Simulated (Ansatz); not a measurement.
Start from KZnF$_{3}$ in the cubic perovskite structure (space group Pm-3m, No. 221; a = 4.052 Å). Axes: x, y, z lie along the cube axes.

Now apply this change: a pure shear with ε_xy = ε_yx = 0.0100; the atoms relax in the strained cell.

Level of theory: Ansatz (a first-principles code), PBEsol, PAW, cutoff 420 eV, no spin-orbit coupling.

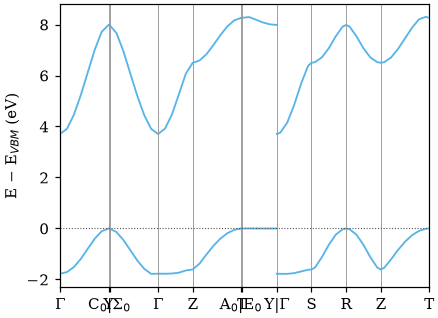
Highest valence and lowest conduction band along the path of the changed cell's own zone

Task: Read the changed gap and its character from the plot.

Result: About 3.7 eV, indirect, T → Γ.

Whether these cells are dynamically stable was not tested. Many cubic perovskites are stable only at high temperature; tilts and polar distortions were not tested. Labels are those of the standard path for the cell's own space group.
